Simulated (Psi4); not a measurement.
**Geometry relaxation of BClF2 (part 4 of 4)**

BClF2; B97-3c/def2-mTZVP, RKS (Psi4 1.11). The geometry comes from this level: PBE0-D4/def2-TZVP.

Geometry of the input (Å):
```
F  -0.1737  -1.2543  -0.5463
B  -0.0671  -0.0413  -0.0620
F  -1.0116  0.8301  -0.3177
Cl 1.3079  0.4053  0.9057
```

The program's output, continued:
```
	 Z (Atomic Numbers)          Masses                          Geom
	       9.000000            18.998403         -0.83767257 -2.51471702 -1.36850692
	       5.000000            11.009305         -0.64064104 -0.20820136 -0.44999433
	       9.000000            18.998403         -2.43255358  1.45250081 -0.93348560
	      17.000000            34.968853          1.97839170  0.64264517  1.39233356

	 - Coordinate -           - BOHR/RAD -       - ANG/DEG -
	 R(1,2)           =         2.490482           1.317906
	 R(2,3)           =         2.490511           1.317922
	 R(2,4)           =         3.313223           1.753282
	 B(1,2,3)         =         2.081780         119.277215
	 B(1,2,4)         =         2.100699         120.361169
	 B(3,2,4)         =         2.100706         120.361583
	 O(1,2,3,4)       =         0.001001           0.057335
	 O(3,2,1,4)       =        -0.001001          -0.057335
	 O(4,2,1,3)       =         0.000990           0.056717

	        --- Internal Coordinate Step in ANG or DEG, aJ/ANG or AJ/DEG ---
	-------------------------------------------------------------------------------
	           Coordinate      Previous         Force          Change          New
	           ----------      --------        ------          ------        ------
	               R(1,2)       1.31791       -0.00540       -0.00060       1.31731
	               R(2,3)       1.31792       -0.00550       -0.00061       1.31731
	               R(2,4)       1.75328       -0.00367       -0.00090       1.75238
	             B(1,2,3)     119.27722       -0.00001       -0.03929     119.23792
	             B(1,2,4)     120.36117        0.00001        0.01973     120.38090
	             B(3,2,4)     120.36158        0.00001        0.01960     120.38118
	           O(1,2,3,4)       0.05734       -0.00000       -0.05716       0.00018
	           O(3,2,1,4)      -0.05734        0.00000        0.05715      -0.00018
	           O(4,2,1,3)       0.05672       -0.00000       -0.05654       0.00018
	-------------------------------------------------------------------------------

	                                 ==> Convergence Check <==

	Measures of convergence in internal coordinates in au.

	Criteria marked as inactive (o), active & met (*), and active & unmet ( ).

	----------------------------------------------------------------------------------------------
	   Step    Total Energy     Delta E     Max Force     RMS Force      Max Disp      RMS Disp
	----------------------------------------------------------------------------------------------
	  Convergence Criteria     1.00e-06 *    3.00e-04 *             o    1.20e-03 *             o
	----------------------------------------------------------------------------------------------
	     4    -684.76802168   -4.92e-04      6.67e-04      3.50e-04 o    1.70e-03      1.01e-03 o  ~
	----------------------------------------------------------------------------------------------

Next Geometry in Ang
	Fragment 1 (Ang)

	    F  -0.4434767507  -1.3300341944  -0.7239023219
	    B  -0.3386292578  -0.1100022067  -0.2382715270
	    F  -1.2868880815   0.7679470005  -0.4938452313
	   Cl   1.0463720967   0.3398865508   0.7365215408

    Structure for next step:
    Molecular point group: c1
    Full point group: C1

    Geometry (in Angstrom), charge = 0, multiplicity = 1:

    F           -0.443336114679    -1.329982223151    -0.723864814200
    B           -0.338488621839    -0.109950235464    -0.238234019248
    F           -1.286747445464     0.767998971753    -0.493807723577
    CL           1.046512732697     0.339938522018     0.736559048480

gradient() will perform analytic gradient computation.

  ==> Geometry <==

    Molecular point group: c1
    Full point group: C1

    Geometry (in Angstrom), charge = 0, multiplicity = 1:

       Center              X                  Y                   Z               Mass
    ------------   -----------------  -----------------  -----------------  -----------------
         F           -0.443336114679    -1.329982223151    -0.723864814200    18.998403162730
         B           -0.338488621839    -0.109950235464    -0.238234019248    11.009305360000
         F           -1.286747445464     0.767998971753    -0.493807723577    18.998403162730
         CL           1.046512732697     0.339938522018     0.736559048480    34.968852682000

  Running in c1 symmetry.

  Rotational constants: A =      0.34354  B =      0.15487  C =      0.10675 [cm^-1]
  Rotational constants: A =  10298.95141  B =   4643.03306  C =   3200.26915 [MHz]
  Nuclear repulsion =  141.276108753979969

  Charge       = 0
  Multiplicity = 1
  Electrons    = 40
  Nalpha       = 20
  Nbeta        = 20

   => Molecular Quadrature <=

    Radial Scheme          =       TREUTLER
    Pruning Scheme         =           NONE
    Nuclear Scheme         =       TREUTLER

    Blocking Scheme        =         OCTREE
    BS radius alpha        =              1
    Pruning alpha          =              1
    Radial Points          =             75
    Spherical Points       =            302
    Total Points           =          87175
    Total Blocks           =            717
    Max Points             =            255
    Max Functions          =             75
    Weights Tolerance      =       1.00E-15

   => Auxiliary Basis Set <=

  Basis Set: (DEF2-MTZVP AUX)
    Blend: DEF2-UNIVERSAL-JKFIT
    Number of shells: 113
    Number of basis functions: 357
    Number of Cartesian functions: 430
    Spherical Harmonics?: true
    Max angular momentum: 4

  Cached 100.0% of DFT collocation blocks in 0.159 [GiB].

  Minimum eigenvalue in the overlap matrix is 4.6589021129E-03.
  Reciprocal condition number of the overlap matrix is 8.9387397064E-04.
    Using symmetric orthogonalization.

  ==> Iterations <==

                           Total Energy        Delta E     RMS |[F,P]|

   @DF-RKS iter   0:  -684.76897287571717   -6.84769e+02   3.39822e-05
   @DF-RKS iter   1:  -684.76802275823582    9.50117e-04   8.22010e-06 DIIS
   @DF-RKS iter   2:  -684.76802261518526    1.43051e-07   1.08624e-05 DIIS
   @DF-RKS iter   3:  -684.76802296061555   -3.45430e-07   2.04621e-06 DIIS
   @DF-RKS iter   4:  -684.76802296850371   -7.88816e-09   2.92211e-07 DIIS
   @DF-RKS iter   5:  -684.76802296863661   -1.32900e-10   2.19607e-07 DIIS
   @DF-RKS iter   6:  -684.76802296876599   -1.29376e-10   1.90891e-08 DIIS
   @DF-RKS iter   7:  -684.76802296876701   -1.02318e-12   5.44323e-09 DIIS
  Energy and wave function converged.

  ==> Post-Iterations <==

   Electrons on quadrature grid:
      Ntotal   =   40.0000068047 ; deviation = 6.805e-06

    Orbital Energies [Eh]
    ---------------------

    Doubly Occupied:

       1A   -100.660008     2A    -24.283099     3A    -24.283096
       4A     -9.247448     5A     -7.080332     6A     -7.073461
       7A     -7.071373     8A     -6.681791     9A     -1.170237
      10A     -1.143896    11A     -0.793696    12A     -0.542630
      13A     -0.505357    14A     -0.470922    15A     -0.462071
      16A     -0.406935    17A     -0.392412    18A     -0.380807
      19A     -0.323238    20A     -0.307707

    Virtual:

      21A     -0.041928    22A      0.001523    23A      0.075781
      24A      0.094498    25A      0.098170    26A      0.108149
      27A      0.211020    28A      0.237865    29A      0.336600
      30A      0.351748    31A      0.369841    32A      0.504164
      33A      0.513631    34A      0.532725    35A      0.541322
      36A      0.565231    37A      0.613885    38A      0.634741
      39A      0.644998    40A      0.669240    41A      0.677324
      42A      0.705835    43A      0.721058    44A      0.801342
      45A      0.809300    46A      0.860484    47A      0.946071
      48A      1.000626    49A      1.123758    50A      1.281519
      51A      1.397798    52A      1.691465    53A      1.770893
      54A      1.774710    55A      1.912415    56A      1.929953
      57A      1.965755    58A      2.029557    59A      2.134893
      60A      2.192780    61A      2.357527    62A      2.405672
      63A      2.479552    64A      2.479886    65A      2.568761
      66A      2.714281    67A      2.738380    68A      3.075346
      69A      3.089459    70A      3.123490    71A      3.292097
      72A      3.510964    73A      3.559217    74A      4.009219
      75A      4.109830    76A     13.766976    77A     24.308004
      78A     56.479967    79A     56.565288

    Final Occupation by Irrep:
              A
    DOCC [    20 ]
    NA   [    20 ]
    NB   [    20 ]

  @DF-RKS Final Energy:  -684.76802296876701

   => Energetics <=

    Nuclear Repulsion Energy =            141.2761087539799689
    One-Electron Energy =               -1228.4507051102159494
    Two-Electron Energy =                 455.5313214364817895
    DFT Exchange-Correlation Energy =     -53.1104858795850845
    Empirical Dispersion Energy =          -0.0142621694277452
    VV10 Nonlocal Energy =                  0.0000000000000000
    Total Energy =                       -684.7680229687670135

Computation Completed

Properties will be evaluated at   0.000000,   0.000000,   0.000000 [a0]

Properties computed using the SCF density matrix

 Multipole Moments:

 ------------------------------------------------------------------------------------
     Multipole            Electronic (a.u.)      Nuclear  (a.u.)        Total (a.u.)
 ------------------------------------------------------------------------------------

 L = 1.  Multiply by 2.5417464519 to convert [e a0] to [Debye]
 Dipole X            :         -0.9493648            0.9968708            0.0475060
 Dipole Y            :         -0.3083802            0.3238130            0.0154327
 Dipole Z            :         -0.6681806            0.7016192            0.0334385
 Magnitude           :                                                    0.0601093

 ------------------------------------------------------------------------------------

	total time  =          2 seconds =       0.03 minutes

         ------------------------------------------------------------
                                   SCF GRAD
         ------------------------------------------------------------

  ==> Geometry <==

    Molecular point group: c1
    Full point group: C1

    Geometry (in Angstrom), charge = 0, multiplicity = 1:

       Center              X                  Y                   Z               Mass
    ------------   -----------------  -----------------  -----------------  -----------------
         F           -0.443336114679    -1.329982223151    -0.723864814200    18.998403162730
         B           -0.338488621839    -0.109950235464    -0.238234019248    11.009305360000
         F           -1.286747445464     0.767998971753    -0.493807723577    18.998403162730
         CL           1.046512732697     0.339938522018     0.736559048480    34.968852682000

  Nuclear repulsion =  141.276108753979969

   => Molecular Quadrature <=

    Radial Scheme          =       TREUTLER
    Pruning Scheme         =           NONE
    Nuclear Scheme         =       TREUTLER

    Blocking Scheme        =         OCTREE
    BS radius alpha        =              1
    Pruning alpha          =              1
    Radial Points          =             75
    Spherical Points       =            302
    Total Points           =          87175
    Total Blocks           =            717
    Max Points             =            255
    Max Functions          =             75
    Weights Tolerance      =       1.00E-15

  -Total Gradient:
     Atom            X                  Y                   Z
    ------   -----------------  -----------------  -----------------
       1        0.000091077675     0.000007746729     0.000056365502
       2        0.000098066126     0.000032315273     0.000069594896
       3        0.000075404586     0.000046168378     0.000060444388
       4        0.000094502795     0.000030452111     0.000066313762

	total time  =          1 seconds =       0.02 minutes

    			-----------------------------------------

    			 OPTKING 3.0: for geometry optimizations

    			        with contributions from

    			-----------------------------------------

	                            ===> Fragment 1 <==

	 Z (Atomic Numbers)          Masses                          Geom
	       9.000000            18.998403         -0.83778384 -2.51330215 -1.36790625
	       5.000000            11.009305         -0.63965079 -0.20777583 -0.45019705
	       9.000000            18.998403         -2.43160026  1.45130772 -0.93316136
	      17.000000            34.968853          1.97762245  0.64239071  1.39189488

	 - Coordinate -           - BOHR/RAD -       - ANG/DEG -
	 R(1,2)           =         2.489357           1.317311
	 R(2,3)           =         2.489356           1.317311
	 R(2,4)           =         3.311526           1.752384
	 B(1,2,3)         =         2.081094         119.237921
	 B(1,2,4)         =         2.101043         120.380897
	 B(3,2,4)         =         2.101048         120.381182
	 O(1,2,3,4)       =         0.000003           0.000180
	 O(3,2,1,4)       =        -0.000003          -0.000180
	 O(4,2,1,3)       =         0.000003           0.000178

	        --- Internal Coordinate Step in ANG or DEG, aJ/ANG or AJ/DEG ---
	-------------------------------------------------------------------------------
	           Coordinate      Previous         Force          Change          New
	           ----------      --------        ------          ------        ------
	               R(1,2)       1.31731       -0.00018       -0.00002       1.31729
	               R(2,3)       1.31731       -0.00018       -0.00002       1.31729
	               R(2,4)       1.75238       -0.00005       -0.00001       1.75237
	             B(1,2,3)     119.23792       -0.00000       -0.00144     119.23648
	             B(1,2,4)     120.38090        0.00000        0.00081     120.38171
	             B(3,2,4)     120.38118        0.00000        0.00063     120.38181
	           O(1,2,3,4)       0.00018       -0.00000       -0.00014       0.00004
	           O(3,2,1,4)      -0.00018        0.00000        0.00014      -0.00004
	           O(4,2,1,3)       0.00018       -0.00000       -0.00014       0.00004
	-------------------------------------------------------------------------------

	                                 ==> Convergence Check <==

	Measures of convergence in internal coordinates in au.

	Criteria marked as inactive (o), active & met (*), and active & unmet ( ).

	----------------------------------------------------------------------------------------------
	   Step    Total Energy     Delta E     Max Force     RMS Force      Max Disp      RMS Disp
	----------------------------------------------------------------------------------------------
	  Convergence Criteria     1.00e-06 *    3.00e-04 *             o    1.20e-03 *             o
	----------------------------------------------------------------------------------------------
	     5    -684.76802297   -1.29e-06      2.22e-05 *    1.09e-05 o    3.76e-05 *    2.22e-05 o  ~
	----------------------------------------------------------------------------------------------

Next Geometry in Ang
	Fragment 1 (Ang)

	    F  -0.4433453151  -1.3299588412  -0.7238617583
	    B  -0.3384836501  -0.1099491495  -0.2382317362
	    F  -1.2867364311   0.7679757504  -0.4938089035
	   Cl   1.0465059470   0.3399372755   0.7365548895

    Final optimized geometry and variables:
    Molecular point group: c1
    Full point group: C1

    Geometry (in Angstrom), charge = 0, multiplicity = 1:

    F           -0.443336114679    -1.329982223151    -0.723864814200
    B           -0.338488621839    -0.109950235464    -0.238234019248
    F           -1.286747445464     0.767998971753    -0.493807723577
    CL           1.046512732697     0.339938522018     0.736559048480

[set-up sections that repeat, and orbital energies of the middle runs, are left out above]
```

Standard output:
```
Some dependencies such as QCElemental have not yet finished migration to pydantic v2. If issues are encountered please downgrade pydantic or upgrade QCElemental as appropriate
	Energy has increased in a minimization.
	Energy ratio indicates iffy step.
	Intrafrag trust radius decreased to   0.25.
	Previous geometry is closer to target in internal coordinates, so using that one.

	Best geometry has RMS(Delta(q)) = 1.08e-03

	Previous geometry is closer to target in internal coordinates, so using that one.

	Best geometry has RMS(Delta(q)) = 1.92e-07

Optimizer: Optimization complete!
b97-3c energy: -684.7680229688 Eh
4
0 1 BClF2
F                    -0.443336114679    -1.329982223151    -0.723864814200
B                    -0.338488621839    -0.109950235464    -0.238234019248
F                    -1.286747445464     0.767998971753    -0.493807723577
Cl                    1.046512732697     0.339938522018     0.736559048480
```

Trajectory as extended XYZ (Å, eV, eV/Å), 5 frames, from step=0 to step=4:
```
4
Properties=species:S:1:pos:R:3:forces:R:3 step=0 energy=-18633.48237
F    -0.1737   -1.2543   -0.5463   -0.0195  -0.3624  -0.1371
B    -0.0671   -0.0413   -0.0620    0.0182  -0.0006   0.0098
F    -1.0116    0.8301   -0.3177   -0.2781   0.2724  -0.0695
Cl    1.3079    0.4053    0.9057    0.2594   0.0842   0.1828
4
Properties=species:S:1:pos:R:3:forces:R:3 step=1 energy=-18633.48708
F    -0.1758   -1.2614   -0.5498    0.0020  -0.0407  -0.0201
B    -0.0695   -0.0419   -0.0651   -0.0207  -0.0113   0.0030
F    -1.0184    0.8343   -0.3200   -0.0296   0.0356  -0.0123
Cl    1.3135    0.4071    0.9098    0.0300   0.0105   0.0161
4
Properties=species:S:1:pos:R:3:forces:R:3 step=2 energy=-18633.47373
F    -0.1720   -1.2603   -0.5566   -0.0990  -0.0453   0.1759
B    -0.0909   -0.0543   -0.0311    0.2614   0.1559  -0.4682
F    -1.0153    0.8375   -0.3266   -0.0898  -0.0685   0.1734
Cl    1.3165    0.4086    0.9064   -0.0895  -0.0486   0.1166
4
Properties=species:S:1:pos:R:3:forces:R:3 step=3 energy=-18633.48713
F    -0.1756   -1.2633   -0.5506   -0.0066   0.0301   0.0091
B    -0.0713   -0.0428   -0.0646   -0.0054  -0.0005  -0.0101
F    -1.0196    0.8360   -0.3204    0.0170  -0.0278   0.0029
Cl    1.3146    0.4075    0.9103   -0.0235  -0.0078  -0.0147
4
Properties=species:S:1:pos:R:3:forces:R:3 step=4 energy=-18633.48716
F    -0.1757   -1.2626   -0.5503   -0.0047  -0.0004  -0.0029
B    -0.0708   -0.0426   -0.0647   -0.0050  -0.0017  -0.0036
F    -1.0191    0.8354   -0.3203   -0.0039  -0.0024  -0.0031
Cl    1.3142    0.4073    0.9101   -0.0049  -0.0016  -0.0034
```

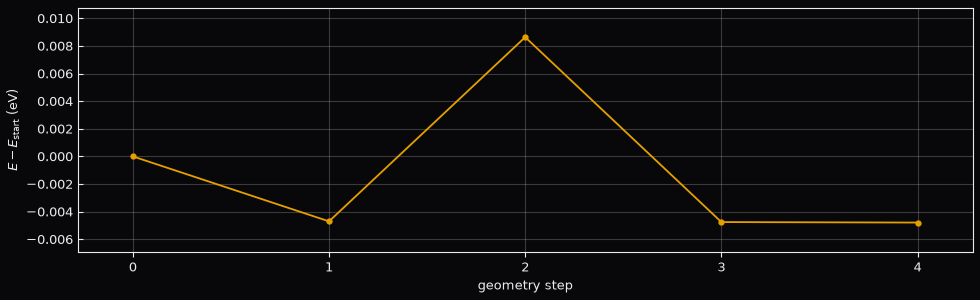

Progress of the relaxation, step by step (steps are counted from 0). Cl4 moves most after the best rigid fit: 0.010 Å. By element the largest moves are Cl 0.010 Å, F 0.008 Å, B 0.003 Å. Among the contacts that change: B2–Cl4 1.740 → 1.752 Å, B2–F3 1.310 → 1.317 Å. The energy falls by 0.005 eV in 4 geometry steps. Largest force component: 0.36 eV/Å at the start, 0.005 eV/Å at the end. (Atoms are counted from 1 in the order of the input.)

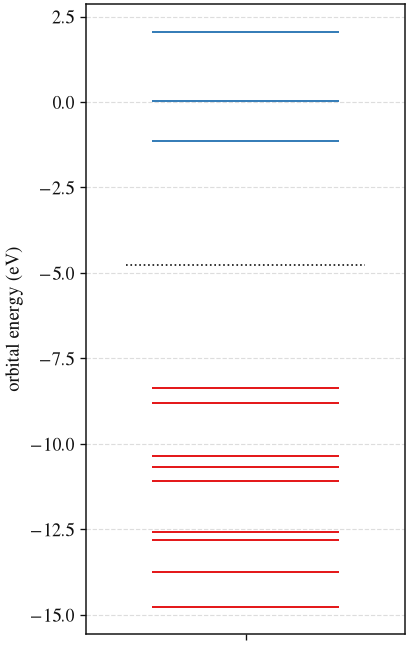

Orbital energies near the frontier; the dotted line parts filled from empty levels, and levels within 0.02 eV of each other stand side by side. Highest filled −8.37 eV, lowest empty −1.14 eV, 7.23 eV apart.

Key numbers:

| quantity | value |
| --- | --- |
| outcome | converged |
| total energy | −684.768023 hartree |
| dispersion energy | −0.005005 hartree |
| HOMO | −8.37 eV |
| LUMO | −1.14 eV |
| dipole moment | 0.15 D |
| wall time | 17 s |
| peak memory | 0.43 GiB |
